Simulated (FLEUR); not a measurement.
Refining one setting for CoGa (Pm-3m, 2 atoms in the cell)

```
CELL_PARAMETERS angstrom
      2.92262     0.00000     0.00000
      0.00000     2.92262     0.00000
      0.00000     0.00000     2.92262
ATOMIC_POSITIONS crystal
  Ga 0.50000 0.50000 0.50000
  Co 0.00000 0.00000 0.00000
```

Method: PBE, all-electron FLAPW (FLEUR), scalar-relativistic valence.

The starting cell has typed, rounded lattice constants, without a prior relaxation at this level. Its lattice was rescaled by a random factor within 2.5 % of one. Spin polarisation is off. Values depend on the basis (sphere radii, cutoffs, local orbitals), which need not be converged.

Held fixed: xcFunctional = pbe; jspins = 1; l_soc = F; mode = gauss; fermiSmearingEnergy = 0.00734986 Htr; mesh (inpgen div1-3) = 15 15 15; inpgen gamma flag = false; numbands = 0; maxIterBroyd = 40; imix = Anderson; alpha = 0.05; precondParam = 0; minDistance = 1e-05 me/bohr^3; ctail = T; kcrel = 0; coretail_lmax = 0; theta = 0. Moved along with it: Gmax, GmaxXC.

ΔE is the total energy (no entropy term) per atom less that of the last row (4.95 1/bohr).

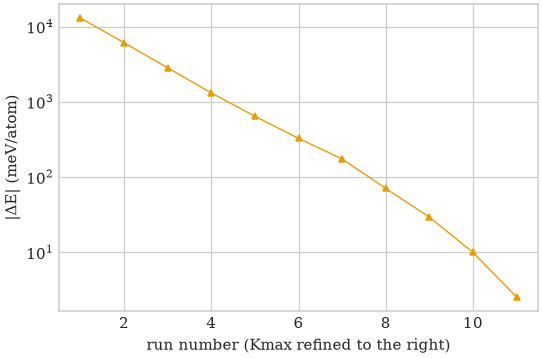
*Size of the energy error against the last run of the series; values under 0.01 meV/atom are drawn at 0.01.*

```
Kmax         ΔE (meV/atom)  basis size  iterations
-----------  -------------  ----------  ----------
2.21 1/bohr        12961.5          36          17
2.47 1/bohr         6083.5          48          17
2.71 1/bohr         2822.7          65          16
2.93 1/bohr         1310.2          81          15
3.13 1/bohr          641.9          94          15
3.32 1/bohr          326.1         110          15
3.5 1/bohr           173.5         136          15
3.75 1/bohr           70.4         159          15
3.99 1/bohr           29.3         191          15
4.29 1/bohr            9.9         251          15
4.63 1/bohr            2.5         292          15
4.95 1/bohr           0.00         356          15
```

Energy within 5 meV/atom of the last row: from Kmax = 4.63 1/bohr on; the one before it is off by 9.9 meV/atom. Only the last setting checks this, so the series should go further.
